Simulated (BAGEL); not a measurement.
# HF/STO-3G (density fitting with qzvpp-jkfit) run of GeH4 (germane)

What is the vertical singlet–triplet gap of GeH4 (germane) at HF/STO-3G (density fitting with qzvpp-jkfit)? 

Program for the calculation: BAGEL 1.2.2.

3 further runs of the same task are left out: 1 that didn't finish, 2 set aside as unsound or not needed. Runs told in other sessions of the task aren't counted.

## 1. Starting point

The species is GeH4 (5 atoms), meant as a singlet with charge 0. SMILES: `[GeH4]`. The shape is that of a PBE0-D4/def2-TZVP optimisation.

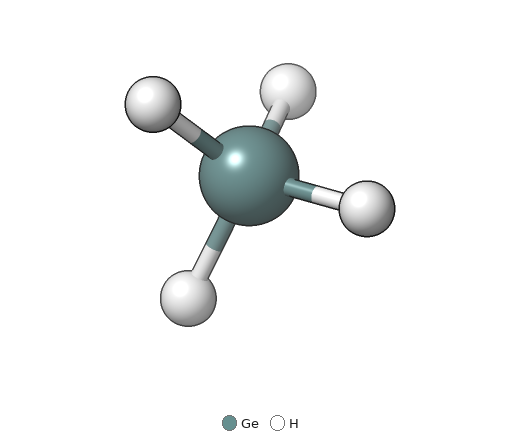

The structure, seen from a chosen angle (germanium teal, hydrogen white).

## 2. The energy at HF/STO-3G (density fitting with qzvpp-jkfit)

Contents of input.json:

```json
{ "bagel": [

{
  "title": "molecule",
  "basis": "sto-3g",
  "df_basis": "qzvpp-jkfit",
  "angstrom": true,
  "geometry": [
    { "atom": "Ge", "xyz": [       0.000100,       0.000100,       0.000000 ] },
    { "atom": "H", "xyz": [       1.148100,      -0.756300,       0.680600 ] },
    { "atom": "H", "xyz": [      -1.238800,      -0.030000,       0.904200 ] },
    { "atom": "H", "xyz": [      -0.329200,      -0.669100,      -1.340600 ] },
    { "atom": "H", "xyz": [       0.419800,       1.455400,      -0.244100 ] }
  ]
},

{ "title": "hf" },

{ "title": "print", "file": "orbitals.molden", "orbitals": true }

]}
```

Started as:

```bash
$ BAGEL_NUM_THREADS=1 BAGEL input.json > input.out
```

The log of the run:

```text
* using 1 threads per process

  ===============================================================
  ===============================================================

  *** Geometry ***

  { "atom" : "Ge", "xyz" : [      0.000189,      0.000189,      0.000000 ] },
  { "atom" : "H", "xyz" : [      2.169595,     -1.429200,      1.286148 ] },
  { "atom" : "H", "xyz" : [     -2.340993,     -0.056692,      1.708690 ] },
  { "atom" : "H", "xyz" : [     -0.622098,     -1.264416,     -2.533367 ] },
  { "atom" : "H", "xyz" : [      0.793307,      2.750307,     -0.461282 ] },

  Number of auxiliary basis functions:      338

  Since a DF basis is specified, we compute 2- and 3-index integrals:
    o Being stored without compression. Storage requirement is 0.001 GB

  Number of basis functions:       22
  Number of electrons      :       36

    * METHOD: MOLECULE                             0.06

  *** RHF ***

  === Nuclear Repulsion ===
    45.4204241998

      * DIIS with orbital gradients will be used.

  === RHF iteration (sto-3g) ===
      0      -2054.06802444          0.00434637           0.01
      1      -2054.07383309          0.00125389           0.01
      2      -2054.07438271          0.00011598           0.01
      3      -2054.07438701          0.00001421           0.01
      4      -2054.07438708          0.00000104           0.01
      5      -2054.07438708          0.00000002           0.01
      6      -2054.07438708          0.00000000           0.01
    * SCF iteration converged.

    * Permanent dipole moment:
           (   -0.000228,    -0.000212,     0.000067) a.u.

    * METHOD: HF                                   0.11

    * METHOD: PRINT                                0.00

  ===============================================================
```

Wall time 0.34 s (1 thread of Arm Neoverse V2, shared host).

## 3. The triplet

Contents of job.json:

```json
{ "bagel": [

{
  "title": "molecule",
  "basis": "sto-3g",
  "df_basis": "qzvpp-jkfit",
  "angstrom": true,
  "geometry": [
    { "atom": "Ge", "xyz": [       0.000100,       0.000100,       0.000000 ] },
    { "atom": "H", "xyz": [       1.148100,      -0.756300,       0.680600 ] },
    { "atom": "H", "xyz": [      -1.238800,      -0.030000,       0.904200 ] },
    { "atom": "H", "xyz": [      -0.329200,      -0.669100,      -1.340600 ] },
    { "atom": "H", "xyz": [       0.419800,       1.455400,      -0.244100 ] }
  ]
},

{ "title": "uhf", "nopen": 2 },

{ "title": "print", "file": "orbitals.molden", "orbitals": true }

]}
```

Started as:

```bash
$ BAGEL_NUM_THREADS=1 BAGEL job.json > job.out
```

The log of the run:

```text
* using 1 threads per process

  ===============================================================
  ===============================================================

  *** Geometry ***

  { "atom" : "Ge", "xyz" : [      0.000189,      0.000189,      0.000000 ] },
  { "atom" : "H", "xyz" : [      2.169595,     -1.429200,      1.286148 ] },
  { "atom" : "H", "xyz" : [     -2.340993,     -0.056692,      1.708690 ] },
  { "atom" : "H", "xyz" : [     -0.622098,     -1.264416,     -2.533367 ] },
  { "atom" : "H", "xyz" : [      0.793307,      2.750307,     -0.461282 ] },

  Number of auxiliary basis functions:      338

  Since a DF basis is specified, we compute 2- and 3-index integrals:
    o Being stored without compression. Storage requirement is 0.001 GB

  Number of basis functions:       22
  Number of electrons      :       36

    * METHOD: MOLECULE                             0.06

  *** Open-shell HF ***

  === Nuclear Repulsion ===
    45.4204241998

      * DIIS with orbital gradients will be used.

  === UHF iteration (sto-3g) ===
      0      -2053.49225179          0.01388299           0.01
      1      -2053.54980923          0.01111195           0.01
      2      -2053.58239443          0.00948548           0.01
      3      -2053.62214022          0.00306905           0.01
      4      -2053.62245777          0.00499017           0.01
      5      -2053.62986753          0.00133084           0.01
      6      -2053.63108040          0.00024490           0.01
      7      -2053.63125436          0.00015367           0.01
      8      -2053.63128776          0.00007902           0.01
      9      -2053.63129994          0.00002649           0.01
     10      -2053.63130005          0.00001120           0.01
     11      -2053.63130014          0.00000329           0.01
     12      -2053.63130017          0.00000084           0.01
     13      -2053.63130017          0.00000050           0.01
     14      -2053.63130018          0.00000014           0.01
     15      -2053.63130018          0.00000009           0.01
     16      -2053.63130018          0.00000004           0.01
     17      -2053.63130018          0.00000001           0.01
     18      -2053.63130018          0.00000000           0.01
    * SCF iteration converged.

    * S^2 (UHF) is 2.0049

    * Permanent dipole moment:
           (    0.131299,     0.003346,    -0.095850) a.u.

    * METHOD: UHF                                  0.31

    * METHOD: PRINT                                0.00

  ===============================================================
```

It took 0.54 s on 1 thread of Arm Neoverse V2, shared host.

## 4. Results

At HF/STO-3G (density fitting with qzvpp-jkfit):

| quantity | value |
| --- | --- |
| singlet: total energy | -2054.07439 Eh |
| singlet: dipole moment | 0.00 D |
| singlet: HOMO energy | -11.22 eV |
| singlet: LUMO energy | 13.96 eV |
| singlet: HOMO–LUMO gap | 25.18 eV |
| triplet: total energy | -2053.63130 Eh |
| triplet: dipole moment | 0.41 D |
| triplet: ⟨S²⟩ | 2.005 |
| vertical energy of the triplet above the singlet | 12.057 eV |

**Reading.** At this shape the triplet lies 12.06 eV (278 kcal/mol) above the singlet. In a minimal basis such a difference can be off by several eV, whatever the method.
